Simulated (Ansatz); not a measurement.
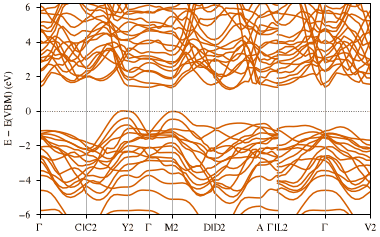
Figure. Band structure from DFT-r²SCAN+D4 in the program Ansatz with PAW potentials

The gap is 1.23 eV; an edge lies off the plotted path or next to a special point (maximum on the C2–Y2 line, 87 % of the way from C2, minimum off the standard path).

The material is SiAs in space group C2/m (No. 12; Pearson symbol mS24).

The start of the workflow was typed in or built on a structure type; neither database checked (COD, Materials Project) lists it. Whether it is the stable phase at ambient conditions was not checked. The cell was relaxed with r²SCAN+D4 under the symmetry of its start; whether a distortion lowers the energy is not shown. Spin–orbit coupling is left out wherever it is not named.

Potentials: the later of the program's two PAW sets.
